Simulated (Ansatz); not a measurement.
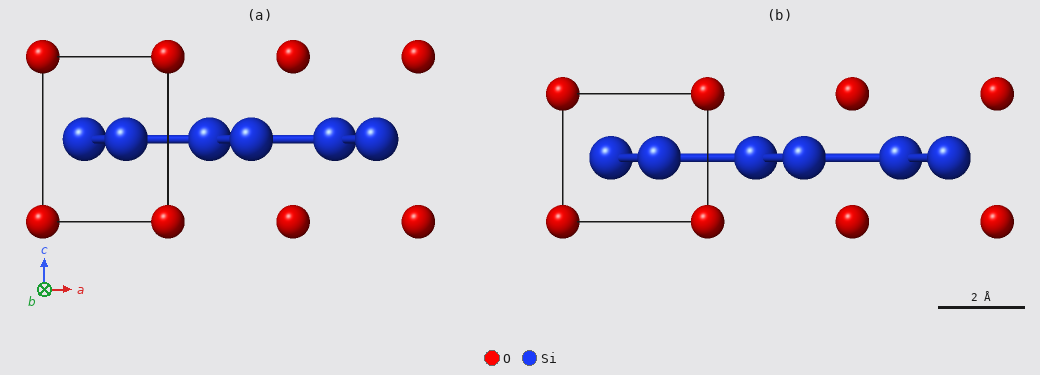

The structure of solid Si2O (a generated structure, set up in P6/mmm) before (left) and after (right) a relaxation, at one scale.

A ball-and-stick model of the cell of the calculation, repeated 3 × 1 × 1 with one cell outlined, seen along the b axis.

The start is a swapped structure.

Computed with DFT, PAW plane waves, PBE in Ansatz 0.2.0. Set-up: plane-wave cutoff 420 eV; k-point mesh 12 × 12 × 6; occupations methfessel paxton; smearing width 0.0159 eV; no spin polarisation; cell and atoms relaxed; force threshold 0.03 eV/Å; at most 40 steps.

**Summarise the run.**

Over 10 accepted moves (12 points after the start) the energy falls by 1042 meV per atom. With the target pressure of 5 GPa, the enthalpy E + pV changes by −1028 meV per atom. All forces vanish by symmetry, so only the cell relaxes. Pressure: 59.73 GPa at the start and 5.00 GPa at the end. At 2 points the geometry stayed and the basis and grid were re-selected for the new cell (energy shift of 27.2 meV per atom at most each time). No atom moves by more than 0.005 Å relative to the cell. Cell: a = b 3.371 → 3.900 Å (+15.7 %), c 3.850 → 2.982 Å (−22.5 %). Volume +3.7 %. Among the contacts that change: Si–Si 3.850 → 2.982 Å, Si–Si 1.946 → 2.252 Å. The space group stays P6/mmm (No. 191).
